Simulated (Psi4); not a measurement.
# U-wB97X/cc-pVTZ run of PH2 (SMILES [PH2])

What is the vertical doublet–quartet gap of PH2 at U-wB97X/cc-pVTZ? 

Program for the calculation: Psi4 1.11.

1 further run of the same task is left out (set aside as unsound or not needed).

## 1. The structure to begin with

PH2 has 3 atoms, charge 0, and is taken as a doublet. SMILES: `[PH2]`. The shape is that of a PBE0-D4/def2-TZVP optimisation.

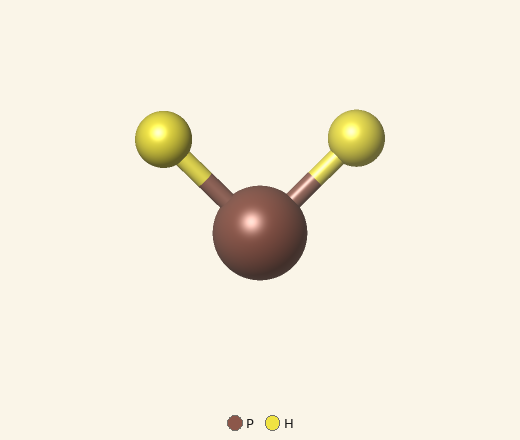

Viewed from a chosen angle; phosphorus brown, hydrogen yellow.

## 2. The energy at U-wB97X/cc-pVTZ

Contents of h2p.py:

```python
import psi4

psi4.set_memory('2200 MB')
psi4.set_num_threads(1)
psi4.set_output_file('h2p.out', False)

molecule = psi4.geometry("""
0 2
P      0.99348572    -0.58462457     0.48794618
H      0.21663820     1.98702812     0.33400909
H     -1.21012392    -1.40240355    -0.82197417
units bohr
symmetry c1
no_reorient
no_com
""")

options = {'basis': 'cc-pVTZ', 'reference': 'uks', 'puream': True, 'e_convergence': 1e-09, 'd_convergence': 1e-08, 'scf_type': 'pk', 'dft_radial_points': 99, 'dft_spherical_points': 590, 'maxiter': 100}
psi4.set_options(options)

e_tot, wfn = psi4.energy('wb97x', molecule=molecule, return_wfn=True)
print('E =', round(e_tot, 9))
for k, v in sorted(psi4.core.scalar_variables().items()):
    print(f'{k:45s} {v:18.10f}')
```

On the command line:

```sh
python h2p.py
```

h2p.out (excerpt; [...] marks lines left out):

```text
[...]
  Running in c1 symmetry.
[...]
  Nuclear repulsion =   11.408385686419805
[...]
  Multiplicity = 2
[...]
  Nalpha       = 9
  Nbeta        = 8
[...]
    Number of basis functions: 62
[...]
   @UKS iter   1:  -342.48970902233191   -4.19174e-01   3.41205e-03 ADIIS/DIIS
[...]
   @UKS iter  11:  -342.50956805823574   -1.93268e-12   3.27909e-09 DIIS
[...]
   @S^2 Observed:                7.554630238E-01
[...]
    Orbital Energies [Eh]
    ---------------------
    Alpha Occupied:
       1A    -77.092871     2A     -6.662435     3A     -4.826814
       4A     -4.821404     5A     -4.817832     6A     -0.765559
       7A     -0.490743     8A     -0.411353     9A     -0.348475
    Alpha Virtual:
      10A      0.107602    11A      0.116996    12A      0.275841
      13A      0.277512    14A      0.343841    15A      0.346275
      16A      0.352275    17A      0.363429    18A      0.367319
      19A      0.445800    20A      0.509784    21A      0.611232
      22A      0.689231    23A      0.879704    24A      0.918000
      25A      0.948544    26A      0.994592    27A      1.146682
[...]
  @UKS Final Energy:  -342.50956805823574
   => Energetics <=
    Nuclear Repulsion Energy =             11.4083856864198054
    One-Electron Energy =                -495.5944450034078841
    Two-Electron Energy =                 159.6560425973245287
    DFT Exchange-Correlation Energy =     -17.9795513385722110
    Empirical Dispersion Energy =           0.0000000000000000
    VV10 Nonlocal Energy =                  0.0000000000000000
    Total Energy =                       -342.5095680582357431
[...]
 Multipole Moments:
 ------------------------------------------------------------------------------------
     Multipole            Electronic (a.u.)      Nuclear  (a.u.)        Total (a.u.)
 ------------------------------------------------------------------------------------
 L = 1.  Multiply by 2.5417464519 to convert [e a0] to [Debye]
 Dipole X            :        -14.1207894           13.9088001           -0.2119893
 Dipole Y            :          8.3094889           -8.1847440            0.1247450
 Dipole Z            :         -6.9353468            6.8312276           -0.1041192
 Magnitude           :                                                    0.2670985
[...]
```

The script printed:

```text
E = -342.509568058
CURRENT ENERGY                                   -342.5095680582
CURRENT REFERENCE ENERGY                         -342.5095680582
DD SOLVATION ENERGY                                 0.0000000000
DFT FUNCTIONAL TOTAL ENERGY                      -342.5095680582
DFT TOTAL ENERGY                                 -342.5095680582
DFT VV10 ENERGY                                     0.0000000000
DFT XC ENERGY                                     -17.9795513386
GRID ELECTRONS ALPHA                                9.0000000493
GRID ELECTRONS BETA                                 8.0000000511
GRID ELECTRONS TOTAL                               17.0000001004
NUCLEAR REPULSION ENERGY                           11.4083856864
ONE-ELECTRON ENERGY                              -495.5944450034
PCM POLARIZATION ENERGY                             0.0000000000
PE ENERGY                                           0.0000000000
SCF ITERATION ENERGY                             -342.5095680582
SCF ITERATIONS                                     11.0000000000
SCF TOTAL ENERGY                                 -342.5095680582
TWO-ELECTRON ENERGY                               159.6560425973
XC GRID RADIAL POINTS                              99.0000000000
XC GRID SPHERICAL POINTS                          590.0000000000
XC GRID TOTAL POINTS                           167700.0000000000
```

Run time: 6 s. Hardware: 1 thread of AMD EPYC 9R45 (Zen 5), shared host; peak memory 0.74 GiB.

## 3. The quartet: energy and forces at U-wB97X/cc-pVTZ

Contents of h2p.py:

```python
import psi4

psi4.set_memory('2200 MB')
psi4.set_num_threads(1)
psi4.set_output_file('run.log', False)

molecule = psi4.geometry("""
0 4
P      0.99348572    -0.58462457     0.48794618
H      0.21663820     1.98702812     0.33400909
H     -1.21012392    -1.40240355    -0.82197417
units au
symmetry c1
""")

psi4.set_options({
    'reference': 'uks',
    'puream': True,
    'e_convergence': 1e-09,
    'd_convergence': 1e-08,
    'scf_type': 'pk',
    'dft_radial_points': 99,
    'dft_spherical_points': 590,
    'maxiter': 100,
})

energy_value, wavefunction = psi4.gradient("wb97x/cc-pVTZ", return_wfn=True)
print('gradient / Eh bohr^-1')
print(energy_value.np.round(6))
print(f'energy = {wavefunction.energy():.10f} Eh')
```

On the command line:

```sh
python h2p.py
```

run.log (excerpt; [...] marks lines left out):

```text
[...]
  Running in c1 symmetry.
[...]
  Nuclear repulsion =   11.408385686419807
[...]
  Multiplicity = 4
[...]
  Nalpha       = 10
  Nbeta        = 7
[...]
    Number of basis functions: 62
[...]
   @UKS iter   1:  -342.25889420423010   -1.88359e-01   2.74037e-03 ADIIS/DIIS
[...]
   @UKS iter  10:  -342.27435724448060   -1.73372e-11   8.68886e-09 DIIS
[...]
   @S^2 Observed:                3.753684118E+00
[...]
  @UKS Final Energy:  -342.27435724448060
   => Energetics <=
    Nuclear Repulsion Energy =             11.4083856864198072
    One-Electron Energy =                -494.7134459990048754
    Two-Electron Energy =                 159.0096303889038154
    DFT Exchange-Correlation Energy =     -17.9789273207993681
    Empirical Dispersion Energy =           0.0000000000000000
    VV10 Nonlocal Energy =                  0.0000000000000000
    Total Energy =                       -342.2743572444805977
[...]
 Multipole Moments:
 ------------------------------------------------------------------------------------
     Multipole            Electronic (a.u.)      Nuclear  (a.u.)        Total (a.u.)
 ------------------------------------------------------------------------------------
 L = 1.  Multiply by 2.5417464519 to convert [e a0] to [Debye]
 Dipole X            :          1.5830603           -1.5940472           -0.0109869
 Dipole Y            :         -0.8409004            0.8467280            0.0058275
 Dipole Z            :          0.0000000            0.0000000            0.0000000
 Magnitude           :                                                    0.0124367
[...]
  -Total Gradient:
     Atom            X                  Y                   Z
    ------   -----------------  -----------------  -----------------
       1       -0.040266004263     0.021389301603    -0.000000000000
       2        0.006248334831    -0.036845503312    -0.000000000000
       3        0.034026600245     0.015451459941    -0.000000000000
[...]
```

On the terminal:

```text
gradient / Eh bohr^-1
[[-0.040266  0.021389 -0.      ]
 [ 0.006248 -0.036846 -0.      ]
 [ 0.034027  0.015451 -0.      ]]
energy = -342.2743572445 Eh
```

Wall time 8.4 s (1 thread of AMD EPYC 9R45 (Zen 5), shared host); peak memory 0.74 GiB.

## 4. Results

At U-wB97X/cc-pVTZ:

| quantity | value |
| --- | --- |
| doublet: total energy | -342.50957 Eh |
| doublet: dipole moment | 0.68 D |
| doublet: HOMO energy (highest over α and β) | -9.48 eV |
| doublet: LUMO energy (lowest over α and β) | -1.22 eV |
| doublet: ⟨S²⟩ | 0.755 |
| quartet: total energy | -342.27436 Eh |
| quartet: dipole moment | 0.03 D |
| quartet: HOMO energy (highest over α and β) | -4.38 eV |
| quartet: LUMO energy (lowest over α and β) | -3.89 eV |
| quartet: ⟨S²⟩ | 3.754 |
| quartet: largest force on an atom | 2.345 eV/Å |
| vertical energy of the quartet above the doublet | 6.400 eV |

What this shows: At this shape the quartet lies 6.40 eV (148 kcal/mol) above the doublet.
